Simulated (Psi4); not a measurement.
# CH2BNO (SMILES BN=C=O): levels of theory compared

We compute a comparison of 6 runs (HF/3-21G, HF/def2-SVP, B3LYP/6-31G*, B3PW91/cc-pVDZ, r2SCANh/6-31G**, B3LYP5/jun-cc-pVTZ) of CH2BNO. 

Program for the calculation: Psi4 1.11.

6 further runs of the same task are left out: 3 that didn't finish, 3 set aside as unsound or not needed.

### Step 1. Starting point

CH2BNO has 6 atoms, charge 0, and is taken as a singlet. SMILES: `BN=C=O`. The shape is that of a PBE0-D4/def2-TZVP optimisation.

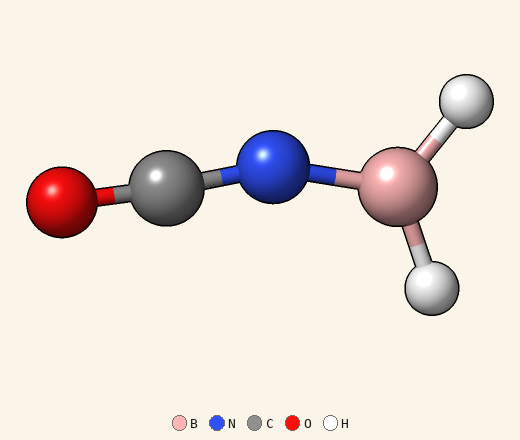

The structure, seen from a chosen angle (boron pink, nitrogen blue, carbon grey, oxygen red, hydrogen white).

### Step 2. Energy and forces at HF/3-21G (run 1)

Contents of ch2bno.xyz:

```xyz
6
CH2BNO
B     -0.470000     0.955400    -0.144700
N      0.227000    -0.197800     0.250100
C      0.668900    -1.308900     0.214400
O      1.129200    -2.375400     0.245600
H     -1.048600     0.958600    -1.190700
H     -0.464500     1.904100     0.579200
```

Contents of ch2bno.py:

```python
import psi4

psi4.set_memory(1600000000)
psi4.set_num_threads(1)
psi4.core.set_output_file('run.log', False)

with open('ch2bno.xyz') as f:
    atoms = ''.join(f.readlines()[2:])
molecule = psi4.geometry('0 1\n' + atoms + 'symmetry c1')

psi4.set_options({
    'puream': True,
    'e_convergence': 1e-09,
    'd_convergence': 1e-08,
    'scf_type': 'pk',
})

e_tot, wfn = psi4.gradient('scf/3-21G', return_wfn=True)
psi4.oeprop(wfn, 'QUADRUPOLE', 'MAYER_INDICES', 'WIBERG_LOWDIN_INDICES')
print('gradient / Eh bohr^-1')
print(e_tot.np.round(6))
print(f'energy = {wfn.energy():.10f} Eh')
for k, v in sorted(psi4.core.scalar_variables().items()):
    print(f'{k:45s} {v:18.10f}')
```

Started as:

```sh
$ python ch2bno.py
```

run.log:

```text
[...]
  Running in c1 symmetry.
[...]
  Nuclear repulsion =   89.940939657809565
[...]
  Multiplicity = 1
[...]
  Nalpha       = 14
  Nbeta        = 14
[...]
    Number of basis functions: 40
[...]
   @RHF iter   1:  -191.89869915043073   -9.19354e-01   1.05232e-02 ADIIS/DIIS
[...]
   @RHF iter  12:  -191.97062637622244   -3.04112e-12   9.01380e-09 DIIS
[...]
    Orbital Energies [Eh]
    ---------------------
    Doubly Occupied:
       1A    -20.537465     2A    -15.530794     3A    -11.384720
       4A     -7.613816     5A     -1.501764     6A     -1.283963
       7A     -0.868592     8A     -0.722181     9A     -0.676721
      10A     -0.667679    11A     -0.611183    12A     -0.546096
      13A     -0.466855    14A     -0.416582
[...]
  @RHF Final Energy:  -191.97062637622244
   => Energetics <=
    Nuclear Repulsion Energy =             89.9409396578095652
    One-Electron Energy =                -438.1663094779665926
    Two-Electron Energy =                 156.2547434439345864
    Total Energy =                       -191.9706263762224410
[...]
  -Total Gradient:
     Atom            X                  Y                   Z
    ------   -----------------  -----------------  -----------------
       1        0.006791745577    -0.015086778330     0.000974203425
       2       -0.015547528740     0.039791018727     0.001775316062
       3        0.010540748736    -0.030326398973    -0.003729361153
       4       -0.001984785133     0.004831860606     0.000040827849
       5       -0.001129898269    -0.001718433160    -0.003349303537
       6        0.001329717828     0.002508731130     0.004288317354
[...]
 Multipole Moments:
 ------------------------------------------------------------------------------------
     Multipole            Electronic (a.u.)      Nuclear  (a.u.)        Total (a.u.)
 ------------------------------------------------------------------------------------
 L = 1.  Multiply by 2.5417464519 to convert [e a0] to [Debye]
 Dipole X            :          1.0996407           -1.3441442           -0.2445035
 Dipole Y            :         -2.0947568            2.4843266            0.3895697
 Dipole Z            :          0.4159321           -0.5655838           -0.1496517
 Magnitude           :                                                    0.4836757
 L = 2.  Multiply by 1.3450342976 to convert [e a0^2] to [Debye ang]
 Quadrupole XX       :        -58.3517814           41.2067451          -17.1450362
 Quadrupole XY       :         84.9534528          -83.0905797            1.8628730
[...]
```

Standard output:

```text
gradient / Eh bohr^-1
[[ 6.7920e-03 -1.5087e-02  9.7400e-04]
 [-1.5548e-02  3.9791e-02  1.7750e-03]
 [ 1.0541e-02 -3.0326e-02 -3.7290e-03]
 [-1.9850e-03  4.8320e-03  4.1000e-05]
 [-1.1300e-03 -1.7180e-03 -3.3490e-03]
 [ 1.3300e-03  2.5090e-03  4.2880e-03]]
energy = -191.9706263762 Eh
CURRENT ENERGY                                   -191.9706263762
CURRENT REFERENCE ENERGY                         -191.9706263762
DD SOLVATION ENERGY                                 0.0000000000
HF KINETIC ENERGY                                 191.3091373924
HF POTENTIAL ENERGY                              -383.2797637686
HF TOTAL ENERGY                                  -191.9706263762
HF VIRIAL RATIO                                     2.0034576968
NUCLEAR REPULSION ENERGY                           89.9409396578
ONE-ELECTRON ENERGY                              -438.1663094780
PCM POLARIZATION ENERGY                             0.0000000000
PE ENERGY                                           0.0000000000
SCF ITERATION ENERGY                             -191.9706263762
SCF ITERATIONS                                     12.0000000000
SCF TOTAL ENERGY                                 -191.9706263762
TWO-ELECTRON ENERGY                               156.2547434439
```

Wall time 1.3 s (1 thread of Intel Xeon 6975P-C (Granite Rapids), shared host); peak memory 0.18 GiB.

### Step 3. Energy and gradient at HF/def2-SVP (run 2)

Contents of ch2bno.json:

```json
{
  "schema_name": "qcschema_input",
  "schema_version": 1,
  "molecule": {
    "schema_name": "qcschema_molecule",
    "schema_version": 2,
    "symbols": ["B", "N", "C", "O", "H", "H"],
    "geometry": [-0.88817128, 1.80544434, -0.27344337, 0.42896783, -0.37378783, 0.4726205, 1.2640378, -2.47346252, 0.40515728, 2.13387874, -4.48885544, 0.46411674, -1.98156681, 1.81149146, -2.2500969, -0.87777778, 3.59822751, 1.09452937],
    "molecular_charge": 0,
    "molecular_multiplicity": 1,
    "fix_symmetry": "c1"
  },
  "driver": "gradient",
  "model": {
    "method": "hf",
    "basis": "def2-SVP"
  },
  "keywords": {
    "puream": true,
    "e_convergence": 1e-09,
    "d_convergence": 1e-08,
    "scf_type": "pk"
  }
}
```

Started as:

```sh
$ psi4 --qcschema ch2bno.json -n 1 --memory 1600MB
```

stdout:

```text
[...]
  Running in c1 symmetry.
[...]
  Nuclear repulsion =   89.940939670835903
[...]
  Multiplicity = 1
[...]
  Nalpha       = 14
  Nbeta        = 14
[...]
    Number of basis functions: 66
[...]
   @RHF iter   1:  -192.83215436687865   -9.55635e-01   6.73135e-03 ADIIS/DIIS
[...]
   @RHF iter  12:  -192.90945391783305   -7.92966e-12   6.51580e-09 DIIS
[...]
    Orbital Energies [Eh]
    ---------------------
    Doubly Occupied:
       1A    -20.619845     2A    -15.594742     3A    -11.429576
       4A     -7.658444     5A     -1.465458     6A     -1.261570
       7A     -0.865258     8A     -0.734524     9A     -0.671938
      10A     -0.662894    11A     -0.612494    12A     -0.550382
      13A     -0.478067    14A     -0.428379
[...]
  @RHF Final Energy:  -192.90945391783305
   => Energetics <=
    Nuclear Repulsion Energy =             89.9409396708359026
    One-Electron Energy =                -439.6336453624782052
    Two-Electron Energy =                 156.7832517738092406
    Total Energy =                       -192.9094539178330479
[...]
 Multipole Moments:
 ------------------------------------------------------------------------------------
     Multipole            Electronic (a.u.)      Nuclear  (a.u.)        Total (a.u.)
 ------------------------------------------------------------------------------------
 L = 1.  Multiply by 2.5417464519 to convert [e a0] to [Debye]
 Dipole X            :          1.0791680           -1.3441442           -0.2649762
 Dipole Y            :         -2.0240876            2.4843266            0.4602390
 Dipole Z            :          0.4320250           -0.5655838           -0.1335588
 Magnitude           :                                                    0.5476041
[...]
  -Total Gradient:
     Atom            X                  Y                   Z
    ------   -----------------  -----------------  -----------------
       1        0.004788251518    -0.008778645345     0.002090822808
       2       -0.016762336691     0.039713615839    -0.000483680707
       3       -0.007539773460     0.011739743338    -0.004823659702
       4        0.017706746111    -0.039844712328     0.002089076364
       5        0.001168837371    -0.001230463174     0.001183331444
       6        0.000638275150    -0.001599538332    -0.000055890207
[...]
```

The result, in JSON:

```text
{
 "driver": "gradient",
 "model": {
  "method": "hf",
  "basis": "def2-SVP"
 },
 "success": true,
 "return_result": [0.004788251518432027, -0.008778645344881625, 0.002090822807979148, -0.016762336690833463, 0.03971361583908184, -0.00048368070719678746, -0.007539773460170041, 0.01173974333809627, -0.004823659701658524, 0.017706746111332994, -0.039844712327594456, 0.0020890763638390583, 0.001168837371377296, -0.0012304631738596708, 0.0011833314443875365, 0.0006382751501143123, -0.0015995383317925216, -5.589020727858607e-05],
 "properties": {
  "calcinfo_nbasis": 66,
  "calcinfo_nmo": 66,
  "calcinfo_nalpha": 14,
  "calcinfo_nbeta": 14,
  "calcinfo_natom": 6,
  "nuclear_repulsion_energy": 89.9409396708359,
  "return_energy": -192.90945391783305,
  "return_gradient": [0.004788251518432027, -0.008778645344881625, 0.002090822807979148, -0.016762336690833463, 0.03971361583908184, -0.00048368070719678746, -0.007539773460170041, 0.01173974333809627, -0.004823659701658524, 0.017706746111332994, -0.039844712327594456, 0.0020890763638390583, 0.001168837371377296, -0.0012304631738596708, 0.0011833314443875365, 0.0006382751501143123, -0.0015995383317925216, -5.589020727858607e-05],
  "scf_one_electron_energy": -439.6336453624782,
  "scf_two_electron_energy": 156.78325177380924,
  "scf_dipole_moment": [-0.2649762495818371, 0.46023897030772165, -0.1335588339228726],
  "scf_total_energy": -192.90945391783305,
  "scf_total_gradient": [0.004788251518432027, -0.008778645344881625, 0.002090822807979148, -0.016762336690833463, 0.03971361583908184, -0.00048368070719678746, -0.007539773460170041, 0.01173974333809627, -0.004823659701658524, 0.017706746111332994, -0.039844712327594456, 0.0020890763638390583, 0.001168837371377296, -0.0012304631738596708, 0.0011833314443875365, 0.0006382751501143123, -0.0015995383317925216, -5.589020727858607e-05],
  "scf_iterations": 12
 }
}
```

It took 1.8 s on 1 thread of Intel Xeon 6975P-C (Granite Rapids), shared host; peak memory 0.22 GiB.

Runs 3 to 5 aren't shown in full; the table further down has their settings and results.

### Step 4. The energy at B3LYP5/jun-cc-pVTZ (density fitting) (run 6)

Contents of ch2bno.py:

```python
import psi4

psi4.set_memory('1600 MB')
psi4.set_num_threads(1)
psi4.core.set_output_file('psi4.out', False)

m = psi4.geometry("""
B     -0.470000     0.955400    -0.144700
N      0.227000    -0.197800     0.250100
C      0.668900    -1.308900     0.214400
O      1.129200    -2.375400     0.245600
H     -1.048600     0.958600    -1.190700
H     -0.464500     1.904100     0.579200
""")

psi4.set_options(dict(basis='jun-cc-pVTZ', reference='rks'))

e_tot = psi4.energy("b3lyp5", molecule=m)
print(f'total energy {e_tot:.8f} hartree = {e_tot * 27.211386:.5f} eV')
```

Started as:

```sh
$ python ch2bno.py
```

psi4.out:

```text
[...]
  Running in c1 symmetry.
[...]
  Nuclear repulsion =   89.940939657809565
[...]
  Multiplicity = 1
[...]
  Nalpha       = 14
  Nbeta        = 14
[...]
    Number of basis functions: 184
[...]
   @DF-RKS iter   1:  -193.84431552179024   -4.42791e-01   4.65296e-03 ADIIS/DIIS
[...]
   @DF-RKS iter   9:  -194.13253431439128   -5.89611e-09   2.04521e-07 DIIS
[...]
    Orbital Energies [Eh]
    ---------------------
    Doubly Occupied:
       1A    -19.196299     2A    -14.355033     3A    -10.331515
       4A     -6.790530     5A     -1.131650     6A     -0.963662
       7A     -0.651914     8A     -0.527042     9A     -0.490056
      10A     -0.488772    11A     -0.445044    12A     -0.394407
      13A     -0.346467    14A     -0.298174
[...]
  @DF-RKS Final Energy:  -194.13253431439128
   => Energetics <=
    Nuclear Repulsion Energy =             89.9409396578095652
    One-Electron Energy =                -440.4619760068179630
    Two-Electron Energy =                 177.0921849634916043
    DFT Exchange-Correlation Energy =     -20.7036829288744890
    Empirical Dispersion Energy =           0.0000000000000000
    VV10 Nonlocal Energy =                  0.0000000000000000
    Total Energy =                       -194.1325343143912789
[...]
 Multipole Moments:
 ------------------------------------------------------------------------------------
     Multipole            Electronic (a.u.)      Nuclear  (a.u.)        Total (a.u.)
 ------------------------------------------------------------------------------------
 L = 1.  Multiply by 2.5417464519 to convert [e a0] to [Debye]
 Dipole X            :          1.1502510           -1.3441442           -0.1938932
 Dipole Y            :         -2.1317586            2.4843266            0.3525680
 Dipole Z            :          0.4797375           -0.5655838           -0.0858463
 Magnitude           :                                                    0.4114223
[...]
```

Standard output:

```text
total energy -194.13253431 hartree = -5282.61533 eV
```

It took 7.2 s on 1 thread of Intel Xeon 6975P-C (Granite Rapids), shared host; peak memory 0.91 GiB.

### Step 5. Overview of the runs

| run | level | Cartesian functions | integration grid | energy (Eh) | dipole moment (D) | HOMO energy (eV) | LUMO energy (eV) | wall time |
| --- | --- | --- | --- | --- | --- | --- | --- | --- |
| 1 | HF/3-21G | no | – | -191.970626 | 1.23 | -11.34 | 2.12 | 1.3 s |
| 2 | HF/def2-SVP | no | – | -192.909454 | 1.39 | -11.66 | 1.90 | 1.8 s |
| 3 | B3LYP/6-31G* (Cartesian functions) | yes | 99 radial × 590 angular | -194.158098 | 0.85 | -7.93 | -1.81 | 7.2 s |
| 4 | B3PW91/cc-pVDZ (density fitting) | no | 75 radial × 302 angular | -194.086939 | 0.72 | -7.99 | -1.97 | 3.3 s |
| 5 | r2SCANh/6-31G** (density fitting, Cartesian functions) | yes | 75 radial × 302 angular | -194.034041 | 0.90 | -7.65 | -1.99 | 6.6 s |
| 6 | B3LYP5/jun-cc-pVTZ (density fitting) | no | 75 radial × 302 angular | -194.132534 | 1.05 | -8.11 | -2.10 | 7.2 s |

### Step 6. What came out

| quantity | value |
| --- | --- |
| run 6: total energy | -194.13253 Eh |
| run 6: dipole moment | 1.05 D |
| run 6: HOMO energy | -8.11 eV |
| run 6: LUMO energy | -2.10 eV |
| run 6: HOMO–LUMO gap | 6.01 eV |

**Reading.** The dipole moment (its size) runs from 0.72 D (B3PW91/cc-pVDZ) to 1.39 D (HF/def2-SVP). The two ends differ in method and basis. The HOMO–LUMO gap runs from 5.66 eV (r2SCANh/6-31G**) to 13.56 eV (HF/def2-SVP). Totals of different functionals can't be ranked against each other. All runs together took 27 s, the longest 7.2 s.
